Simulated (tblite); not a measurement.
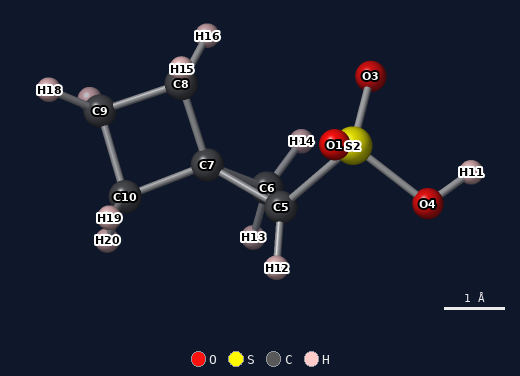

Figure 1. The starting structure (ball-and-stick view, seen at a tilt; atoms are numbered from 1 in the order of the input). Bond lengths as drawn: C–C 1.48 to 1.54 Å, C–H 1.07 to 1.10 Å, C–S 1.81 Å, H–O 0.98 Å and O–S 1.44 to 1.61 Å.

# Run report: C6H10O3S, geometry relaxation (part 1 of 2)

- system: C6H10O3S
- method: GFN2-xTB geometry optimisation, gas phase (tblite 0.8.0)

It belongs to a series of runs on one base structure; here: H on C replaced by SO3H.

Input
```
{"job": {"kind": "relax", "xc": "GFN2-xTB", "basis": "xTB"}, "charge": 0, "multiplicity": 1}
O      2.377800     1.812300     0.154200
S      2.230500     0.405400    -0.104800
O      2.255800    -0.181500    -1.415000
O      3.379500    -0.364600     0.726100
C      0.823500    -0.202900     0.858200
C      0.136000    -1.427900     0.289500
C     -0.499100    -0.072800     0.168900
C     -0.836100     0.623400    -1.088800
C     -2.296000     0.466100    -0.626800
C     -1.779400     0.334700     0.815400
H      3.946900    -0.839800     0.084900
H      0.869200    -0.073700     1.923300
H     -0.282400    -2.132100     1.010400
H      0.528700    -1.893400    -0.611600
H     -0.498600     1.665100    -1.146300
H     -0.610600     0.111700    -2.019600
H     -2.797700    -0.429000    -1.002400
H     -2.948000     1.326000    -0.816100
H     -1.715100     1.285300     1.365800
H     -2.290000    -0.401900     1.431600
```

The first line tells a small driver script what to run in tblite; the rest is the geometry in Å.

Hardware: 1 CPU thread, shared host.

Run as:
```bash
OMP_NUM_THREADS=1 python <driver script> task.json out
```

Log
```
step      E/eV     max force
  0    -907.64265    2.264
  1    -907.76095    0.938
  2    -907.81051    0.551
  3    -907.84717    0.351
  4    -907.85678    0.391
  5    -907.86503    0.214
  6    -907.87029    0.151
  7    -907.87378    0.161
  8    -907.87843    0.206
  9    -907.88281    0.168
 10    -907.88626    0.100
 11    -907.88842    0.091
 12    -907.89010    0.094
 13    -907.89191    0.103
 14    -907.89392    0.095
 15    -907.89619    0.114
 16    -907.89890    0.126
 17    -907.90222    0.170
 18    -907.90597    0.174
 19    -907.90967    0.120
 20    -907.91288    0.149
 21    -907.91579    0.134
 22    -907.91890    0.152
 23    -907.92218    0.142
 24    -907.92529    0.139
 25    -907.92794    0.160
 26    -907.93004    0.111
 27    -907.93175    0.088
 28    -907.93333    0.097
 29    -907.93507    0.128
 30    -907.93724    0.149
 31    -907.93990    0.119
 32    -907.94272    0.120
 33    -907.94524    0.118
 34    -907.94730    0.089
 35    -907.94908    0.100
 36    -907.95062    0.094
 37    -907.95113    0.117
 38    -907.95254    0.077
 39    -907.95310    0.066
 40    -907.95387    0.052
 41    -907.95427    0.048
 42    -907.95490    0.043
 43    -907.95524    0.040
 44    -907.95550    0.037
 45    -907.95576    0.034
 46    -907.95611    0.048
 47    -907.95644    0.053
 48    -907.95669    0.036
 49    -907.95691    0.029
 50    -907.95721    0.043
 51    -907.95767    0.054
 52    -907.95825    0.068
 53    -907.95890    0.060
 54    -907.95959    0.058
 55    -907.96031    0.064
 56    -907.96098    0.054
 57    -907.96145    0.042
 58    -907.96176    0.037
 59    -907.96206    0.039
 60    -907.96241    0.055
 61    -907.96271    0.043
 62    -907.96295    0.027
 63    -907.96307    0.025
 64    -907.96314    0.023
 65    -907.96330    0.031
 66    -907.96347    0.044
 67    -907.96368    0.045
 68    -907.96389    0.033
 69    -907.96407    0.027
 70    -907.96423    0.025
 71    -907.96438    0.031
 72    -907.96453    0.032
 73    -907.96467    0.025
 74    -907.96480    0.026
 75    -907.96492    0.024
 76    -907.96505    0.030
 77    -907.96521    0.033
 78    -907.96536    0.032
 79    -907.96551    0.028
 80    -907.96564    0.024
 81    -907.96581    0.034
 82    -907.96602    0.036
 83    -907.96633    0.045
 84    -907.96658    0.036
 85    -907.96679    0.033
 86    -907.96695    0.036
 87    -907.96712    0.027
 88    -907.96724    0.023
 89    -907.96729    0.021
 90    -907.96734    0.019
 91    -907.96737    0.016
 92    -907.96741    0.016
 93    -907.96744    0.015
 94    -907.96747    0.010
 95    -907.96749    0.009
```

Trajectory as extended XYZ (Å, eV, eV/Å), 11 of the 96 frames kept, from step=0 to step=95
```
20
Properties=species:S:1:pos:R:3:forces:R:3 step=0 energy=-907.64265
O     2.3778    1.8123    0.1542   -0.0460  -0.6370  -0.7020
S     2.2305    0.4054   -0.1048   -0.6580  -0.1380   1.2440
O     2.2558   -0.1815   -1.4150   -0.0540   0.6010   0.0700
O     3.3795   -0.3646    0.7261    0.8710  -0.4410  -0.6180
C     0.8235   -0.2029    0.8582    0.0080  -0.3150  -0.9150
C     0.1360   -1.4279    0.2895   -0.1180   0.2790   0.1670
C    -0.4991   -0.0728    0.1689    1.7240  -0.6880   1.2960
C    -0.8361    0.6234   -1.0888   -0.6220  -0.0100  -1.1540
C    -2.2960    0.4661   -0.6268   -0.8320   1.2740  -0.1120
C    -1.7794    0.3347    0.8154   -0.8740  -0.2010   0.1080
H     3.9469   -0.8398    0.0849   -0.4440   0.3470   0.6260
H     0.8692   -0.0737    1.9233    0.3260   0.1250  -0.0090
H    -0.2824   -2.1321    1.0104    0.1260   0.1920  -0.2400
H     0.5287   -1.8934   -0.6116    0.0640   0.2580   0.2790
H    -0.4986    1.6651   -1.1463   -0.0810  -0.3070   0.1100
H    -0.6106    0.1117   -2.0196    0.2800   0.0290  -0.0750
H    -2.7977   -0.4290   -1.0024    0.3010   0.0900   0.1360
H    -2.9480    1.3260   -0.8161    0.0190  -0.1270  -0.0150
H    -1.7151    1.2853    1.3658   -0.0280  -0.2910  -0.3250
H    -2.2900   -0.4019    1.4316    0.0380  -0.0400   0.1270
20
Properties=species:S:1:pos:R:3:forces:R:3 step=10 energy=-907.88626
O     2.3564    1.7872    0.1239    0.0110  -0.0280  -0.0420
S     2.2206    0.3805   -0.0660    0.0320  -0.0550   0.0000
O     2.2202   -0.1448   -1.3982   -0.0030   0.0280  -0.0350
O     3.4364   -0.3634    0.7190   -0.0430   0.0290  -0.0410
C     0.8325   -0.2147    0.8626    0.0020  -0.0880   0.0120
C     0.1438   -1.4295    0.3098    0.0130   0.0970   0.0110
C    -0.4930   -0.0866    0.1942    0.0620   0.0670   0.0060
C    -0.8690    0.6031   -1.1078    0.0730  -0.0230   0.0130
C    -2.3342    0.5208   -0.6368    0.0070  -0.0090   0.0160
C    -1.8245    0.3198    0.7993    0.0400  -0.0520   0.0470
H     3.9717   -0.8625    0.0986   -0.0530   0.0290   0.0180
H     0.9766   -0.0553    1.9178   -0.0620   0.0160  -0.0140
H    -0.2732   -2.1482    1.0038    0.0870   0.0280  -0.0410
H     0.5765   -1.8498   -0.5875    0.0030  -0.0020   0.0630
H    -0.4964    1.6270   -1.1448   -0.0060  -0.0560   0.0070
H    -0.5949    0.0957   -2.0300   -0.0410  -0.0250   0.0420
H    -2.8144   -0.3826   -1.0052   -0.0430   0.0230  -0.0500
H    -2.9792    1.3740   -0.8220    0.0520   0.0710  -0.0030
H    -1.7426    1.2608    1.3425   -0.0410  -0.0370   0.0100
H    -2.3184   -0.4207    1.4237   -0.0900  -0.0140  -0.0190
20
Properties=species:S:1:pos:R:3:forces:R:3 step=19 energy=-907.90967
O     2.3555    1.7954    0.0722    0.0230   0.0320   0.0100
S     2.2119    0.3866   -0.0884   -0.0190   0.0410   0.0530
O     2.1971   -0.1488   -1.4176   -0.0220  -0.0520   0.0860
O     3.4329   -0.3471    0.7003   -0.0770   0.0320  -0.0730
C     0.8357   -0.1939    0.8803   -0.0480  -0.0580  -0.0270
C     0.1833   -1.4265    0.3318   -0.0920   0.0670   0.0090
C    -0.5009   -0.1026    0.2219    0.0340   0.0180  -0.0500
C    -0.8585    0.5751   -1.0909    0.0630  -0.0280  -0.0190
C    -2.3274    0.5527   -0.6376   -0.0120   0.0300  -0.0140
C    -1.8580    0.2859    0.8010    0.0900  -0.0350   0.0190
H     3.9535   -0.8743    0.0916   -0.0380   0.0230  -0.0030
H     0.9816   -0.0275    1.9349    0.0050   0.0130  -0.0640
H    -0.2058   -2.1641    1.0203    0.0590   0.0120  -0.0070
H     0.6322   -1.8273   -0.5691   -0.0610   0.0200   0.1000
H    -0.4653    1.5890   -1.1600    0.0800  -0.0900  -0.0030
H    -0.6077    0.0254   -1.9944    0.0220   0.0330  -0.0050
H    -2.8698   -0.2907   -1.0555   -0.0440  -0.0050  -0.0090
H    -2.8894    1.4654   -0.8000   -0.0750   0.0550   0.0030
H    -1.8105    1.2061    1.3826    0.0630  -0.0530   0.0350
H    -2.3956   -0.4680    1.3734    0.0500  -0.0550  -0.0440
20
Properties=species:S:1:pos:R:3:forces:R:3 step=28 energy=-907.93333
O     2.3505    1.8188    0.0150   -0.0510   0.0400   0.0130
S     2.1826    0.4086   -0.1016   -0.0220   0.0520   0.0210
O     2.1418   -0.1693   -1.4122    0.0260   0.0010   0.0240
O     3.4052   -0.3126    0.6855   -0.0150   0.0020  -0.0540
C     0.8220   -0.1608    0.8917    0.0040  -0.0480   0.0000
C     0.2128   -1.4249    0.3692   -0.0600  -0.0160  -0.0190
C    -0.5126   -0.1285    0.2292    0.0380  -0.0350  -0.0320
C    -0.8406    0.5389   -1.0940    0.0260  -0.0190   0.0110
C    -2.3120    0.6121   -0.6401    0.0250   0.0220   0.0120
C    -1.8778    0.2425    0.7908    0.0860  -0.0450   0.0080
H     3.8882   -0.8635    0.0685    0.0380  -0.0320   0.0080
H     0.9702    0.0244    1.9412    0.0000   0.0280  -0.0120
H    -0.1249   -2.1722    1.0728   -0.0460   0.0410   0.0070
H     0.6615   -1.8188   -0.5324    0.0250  -0.0300   0.0650
H    -0.3608    1.5123   -1.1876   -0.0390  -0.0170  -0.0200
H    -0.6150   -0.0491   -1.9805   -0.0650   0.0260  -0.0110
H    -2.9333   -0.1535   -1.0987    0.0330  -0.0180   0.0030
H    -2.8012    1.5737   -0.7567    0.0150   0.0670   0.0200
H    -1.8373    1.0985    1.4634   -0.0090  -0.0230  -0.0270
H    -2.4243   -0.5659    1.2735   -0.0090   0.0040  -0.0150
20
Properties=species:S:1:pos:R:3:forces:R:3 step=38 energy=-907.95254
O     2.2675    1.8528   -0.0151    0.0220   0.0010   0.0110
S     2.1464    0.4370   -0.1198   -0.0190   0.0220   0.0030
O     2.0964   -0.1569   -1.4223    0.0280  -0.0010  -0.0050
O     3.4038   -0.2465    0.6440    0.0160   0.0390  -0.0010
C     0.8131   -0.1474    0.9004    0.0120  -0.0210   0.0170
C     0.2428   -1.4442    0.4217   -0.0510  -0.0440  -0.0380
C    -0.5079   -0.1716    0.2116    0.0190  -0.0460  -0.0120
C    -0.8249    0.5026   -1.1116    0.0070  -0.0360   0.0150
C    -2.2749    0.6876   -0.6278    0.0150   0.0000   0.0080
C    -1.8787    0.1796    0.7707    0.0680  -0.0200  -0.0080
H     3.8379   -0.8684    0.0577    0.0020   0.0070   0.0010
H     0.9455    0.1010    1.9379   -0.0060   0.0040   0.0250
H    -0.1217   -2.1559    1.1488    0.0010   0.0260   0.0190
H     0.7359   -1.8842   -0.4325   -0.0130   0.0010  -0.0180
H    -0.2711    1.4299   -1.2476   -0.0220  -0.0140  -0.0040
H    -0.6941   -0.1150   -1.9963    0.0280  -0.0120   0.0000
H    -2.9690    0.0233   -1.1349   -0.0630   0.0330  -0.0020
H    -2.6500    1.7049   -0.6658   -0.0350   0.0300   0.0050
H    -1.8516    0.9527    1.5366   -0.0120   0.0030  -0.0230
H    -2.4505   -0.6704    1.1413    0.0050   0.0300   0.0050
20
Properties=species:S:1:pos:R:3:forces:R:3 step=48 energy=-907.95669
O     2.2443    1.8651   -0.0100   -0.0010  -0.0060   0.0040
S     2.1456    0.4481   -0.1182   -0.0150  -0.0010  -0.0100
O     2.1036   -0.1485   -1.4197    0.0170   0.0040  -0.0160
O     3.4206   -0.2094    0.6384   -0.0100   0.0120   0.0070
C     0.8149   -0.1561    0.8954   -0.0080  -0.0070   0.0100
C     0.2446   -1.4576    0.4261   -0.0270  -0.0140  -0.0190
C    -0.5053   -0.1886    0.2025   -0.0100   0.0020   0.0040
C    -0.8257    0.4828   -1.1209   -0.0170  -0.0010   0.0030
C    -2.2684    0.7017   -0.6248   -0.0040   0.0080   0.0080
C    -1.8727    0.1674    0.7642    0.0010   0.0150  -0.0040
H     3.8299   -0.8582    0.0629    0.0040   0.0130   0.0150
H     0.9319    0.1016    1.9329    0.0120  -0.0050   0.0170
H    -0.1252   -2.1514    1.1675    0.0130  -0.0170   0.0000
H     0.7331   -1.9134   -0.4220    0.0080   0.0080  -0.0110
H    -0.2633    1.4034   -1.2647    0.0110  -0.0190  -0.0210
H    -0.7047   -0.1418   -2.0022   -0.0170  -0.0050  -0.0010
H    -3.0028    0.0807   -1.1322    0.0190  -0.0010  -0.0030
H    -2.6085    1.7335   -0.6370    0.0080   0.0030  -0.0130
H    -1.8437    0.9335    1.5367    0.0010  -0.0160   0.0170
H    -2.4533   -0.6820    1.1219    0.0130   0.0250   0.0120
```
